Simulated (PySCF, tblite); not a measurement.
# C3H6F4Si: geometry, infrared bands and NMR shifts

What infrared bands and NMR shifts should C3H6F4Si (`C[Si@H](F)CC(F)(F)F`) show?

Programs: tblite 0.8.0 and PySCF 2.14.0, with density-fitted response routines of our own. Each step states its level of theory. These are calculated values for one molecule in the gas phase, unless marked as measured. Atoms count from 0, in the outputs and in this text.

### Step 1. The starting structure

14 atoms, charge 0, multiplicity 1; geometry from: force field or distance geometry start.

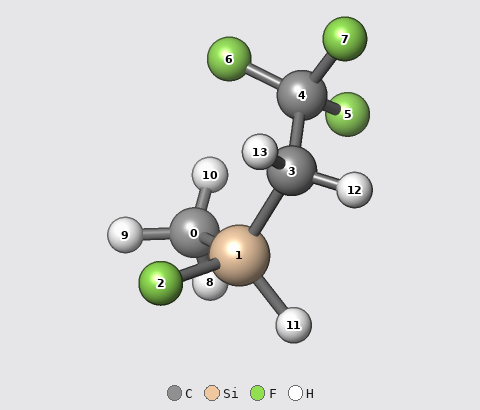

As it starts; carbon grey, silicon light orange, fluorine green, hydrogen white, atoms numbered.

### Step 2. Geometry optimisation with GFN2-xTB

What the job is given:

```
{"job": {"kind": "relax", "xc": "GFN2-xTB", "basis": "xTB"}, "charge": 0, "multiplicity": 1}
C     -1.633100     0.821100     0.242100
Si    -0.878100    -0.782200    -0.171000
F     -1.377900    -1.897400     1.032400
C      0.954300    -0.829900    -0.177400
C      1.624700     0.503500    -0.031200
F      1.248300     1.309700    -1.082300
F      1.385100     1.098600     1.182500
F      2.996400     0.283300    -0.098900
H     -2.451100     1.037200    -0.484200
H     -2.152300     0.741400     1.245700
H     -0.985700     1.691300     0.283400
H     -1.404700    -1.234200    -1.449900
H      1.313900    -1.248700    -1.144700
H      1.359500    -1.494100     0.631500
```

Command:

```console
> OMP_NUM_THREADS=1 python probes_run.py task.json out
```

This one command runs all jobs of the session in turn.

**Question.** This job is followed by: GFN2-xTB harmonic vibrations, gas phase; GIAO PBE0/pcSseg-1 NMR shielding, non-relativistic, gas phase. What will the session give for the following? strongest single infrared mode (GFN2-xTB); zero-point energy (GFN2-xTB); ¹³C shifts against TMS (PBE0/pcSseg-1); ¹H shifts against TMS (PBE0/pcSseg-1, means over atoms taken as alike); ²⁹Si shifts against TMS (PBE0/pcSseg-1); ¹⁹F shifts against CFCl3 (PBE0/pcSseg-1, means over atoms taken as alike); surface potential, least and greatest.

**Answer**, as computed:

| quantity | value |
| --- | --- |
| strongest single infrared mode (GFN2-xTB) | 1032 cm⁻¹, 297 km/mol |
| zero-point energy (GFN2-xTB) | 55.4 kcal/mol |
| ¹³C shifts against TMS (PBE0/pcSseg-1) | 136.0, 27.8, 0.7 ppm |
| ¹H shifts against TMS (PBE0/pcSseg-1, means over atoms taken as alike) | 5.43, 2.02, 1.87, 0.57 ppm |
| ²⁹Si shifts against TMS (PBE0/pcSseg-1) | 22.8 ppm |
| ¹⁹F shifts against CFCl3 (PBE0/pcSseg-1, means over atoms taken as alike) | -70.1, -207.4 ppm |
| surface potential, least and greatest | -0.95 V and 1.37 V |

In words: The optimisation took 142 steps and gained 0.612 eV; among the close pairs (by a distance rule), Si1–F2 changed most, from 1.715 to 1.618 Å. All 36 modes are real, so the xTB geometry is a minimum. The strongest single mode, at 1032 cm⁻¹, moves mainly C4. Unscaled tight-binding wavenumbers are off by several per cent, some by more. Its intensities can rank the bands wrongly. At PBE0/pcSseg-1: The widest tensor belongs to F5, F6, F7: span 184 ppm, with a paramagnetic part of -233 ppm.
